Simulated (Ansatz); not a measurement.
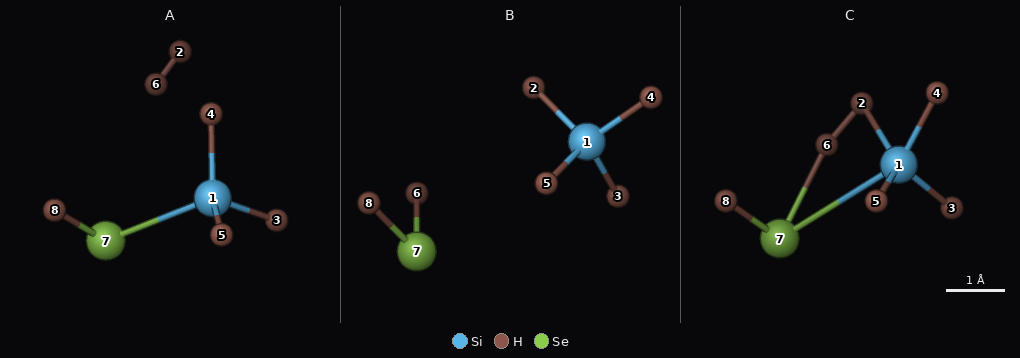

Three geometries of SiH₆Se: a saddle point and the two minima that it joins, in shuffled order. Style: ball-and-stick. Shown from a free direction. Sticks join atoms that are closer than about 1.2 times the sum of their covalent radii (a little more with hydrogen).

Stationary points at PBE0-D4/def2-TZVP, single-point energies with CCSD(T)/CBS, PBE-D4, B3LYP-D4, RPA@PBE, B97M-V, CCSD(T) (def2-TZVPP where no basis is named; Ansatz 0.2.0). The energies are electronic, without zero-point or thermal terms, and both ends are the minima reached downhill from the saddle, with any fragments still in contact. CCSD(T)/CBS stands for a frozen-core estimate: MP2 correlation extrapolated from def2-TZVPP and def2-QZVPP, CCSD(T) minus MP2 from the smaller set.

Which frame is the transition state, what reaction does it lead through, and what barrier is to be expected?

Frame C is the saddle point. Counted by bonded pieces, B holds H₂Se + SiH₄ and A holds H₂ + SiH₄Se. From B over the saddle to A, bonds form: Si1–Se7 (3.87 → 2.68 → 2.28 Å), H2–H6 (3.37 → 0.96 → 0.75 Å). Bonds break: Si1–H2 (1.48 → 1.71 → 3.92 Å), H6–Se7 (1.47 → 1.85 → 3.30 Å). The saddle has one imaginary mode, 1197i cm⁻¹. With CCSD(T)/CBS the barrier is 49.6 kcal/mol from B and 58.3 kcal/mol from A, and A lies 8.8 kcal/mol below B.

```
      level  barrier from B (kcal/mol)  barrier from A (kcal/mol)  A less B (kcal/mol)
CCSD(T)/CBS                       49.6                       58.3                 −8.8
     PBE-D4                       39.1                       48.2                 −9.1
   B3LYP-D4                       47.9                       55.5                 −7.5
    RPA@PBE                       52.6                       58.7                 −6.1
     B97M-V                       47.7                       54.3                 −6.6
    CCSD(T)                       52.0                       59.2                 −7.2
```

Against CCSD(T)/CBS, B3LYP-D4 comes closest on the barrier from B (−1.6 kcal/mol) and PBE-D4 misses most (−10.5 kcal/mol).

Limits of the set-up: the start holds two separate molecules, 3.4 Å apart at their closest, whose relative position is a soft coordinate.
